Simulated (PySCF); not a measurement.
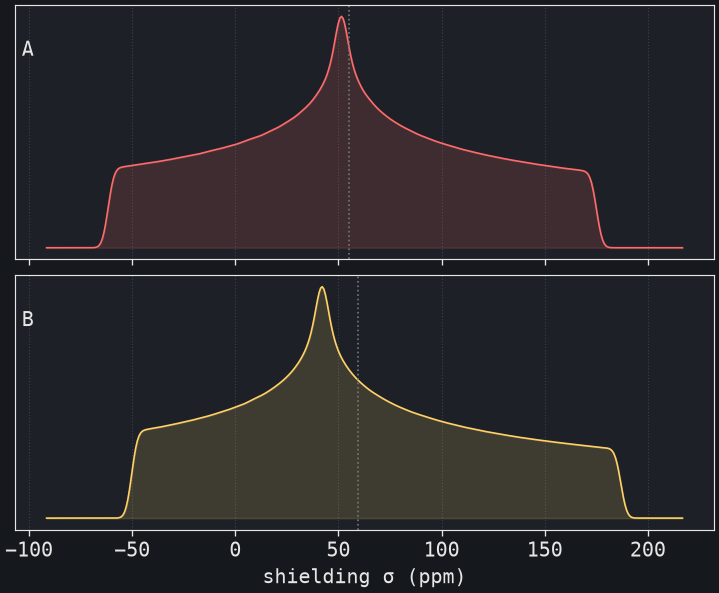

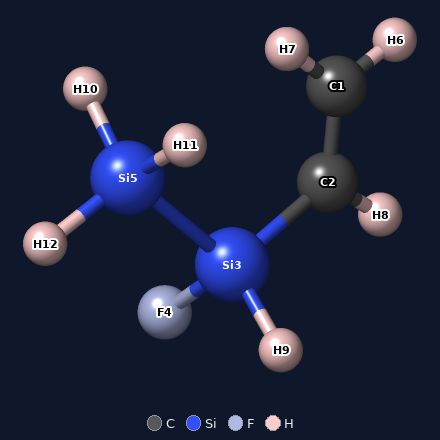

Static powder patterns (¹³C) from GIAO shielding tensors of C₂H₇FSi₂, SMILES C=C[Si@H](F)[SiH3], PBE0/def2-SVP, PySCF, at a PBE0-D3(BJ)/def2-SVP geometry (no frequency check); absolute shielding, one fixed geometry of the isolated molecule without any motion, no dipolar terms. The dotted line is the isotropic value; skew is 3(σiso − σ22)/span.

The patterns belong to C1 and C2, from the top. Give the principal values, span and skew.

C1: σ11, σ22, σ33 = −62, 51, 175 ppm, isotropic 55, span 237 ppm, skew 0.04; C2: σ11, σ22, σ33 = −50, 42, 187 ppm, isotropic 60, span 237 ppm, skew 0.22.

Caveats: one conformer of a flexible molecule.
